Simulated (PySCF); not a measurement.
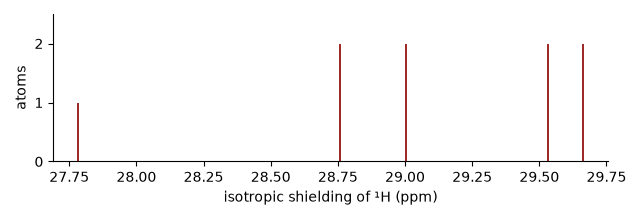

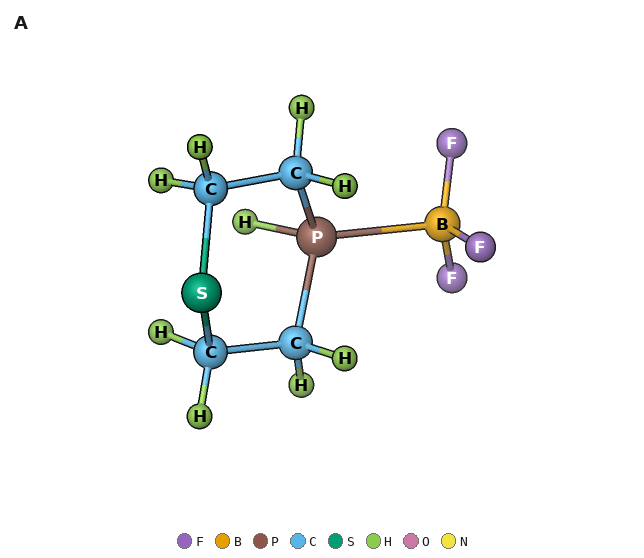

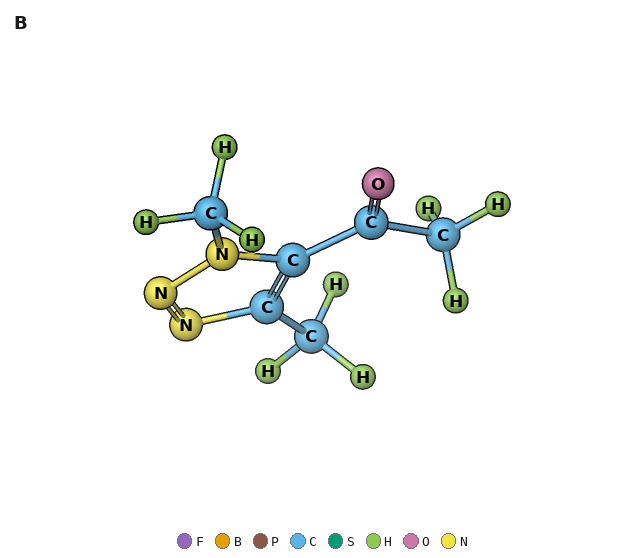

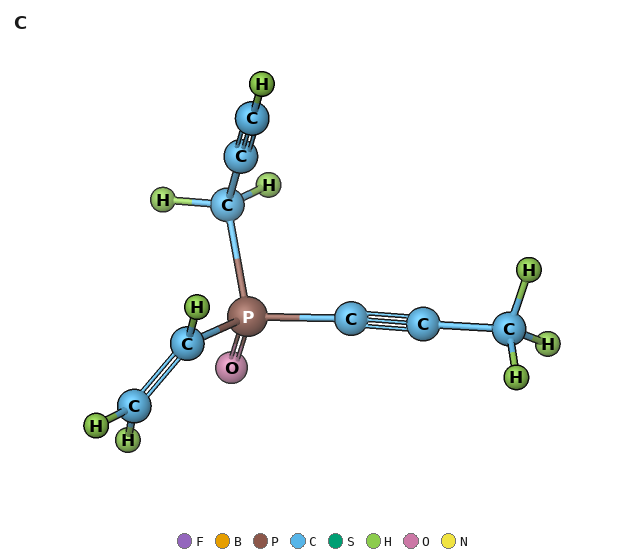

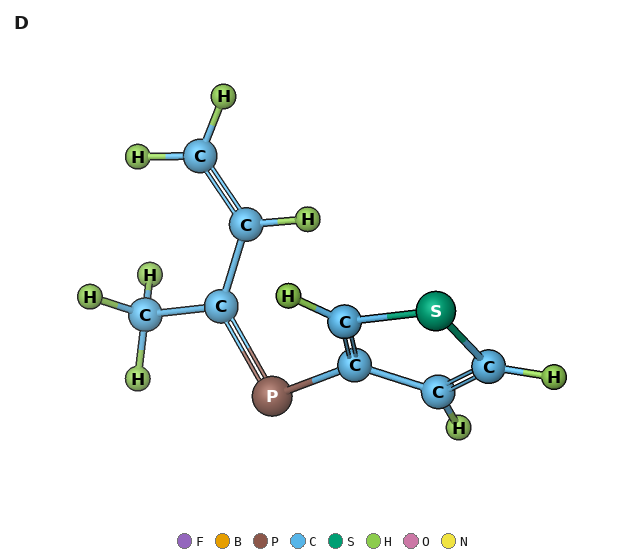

The sticks are computed shieldings of one of the molecules, for one fixed geometry (GFN2-xTB) without averaging over rotations. Low shielding means a high chemical shift. Method: GIAO PBE0/pcSseg-1 NMR shielding, non-relativistic, gas phase (PySCF 2.14.0).

Match the spectrum to a structure.

Answer. A, `F[B-](F)(F)[PH+]1CCSCC1`. Its 9 H atoms give lines at 27.78, 28.76 (2 atoms), 29.00 (2 atoms), 29.53 (2 atoms), 29.66 (2 atoms) ppm.

The geometry is semi-empirical. Around B, P such bond lengths and angles can be off by a tenth of an ångström or more and by several degrees, and values that hang on the shape move with them.
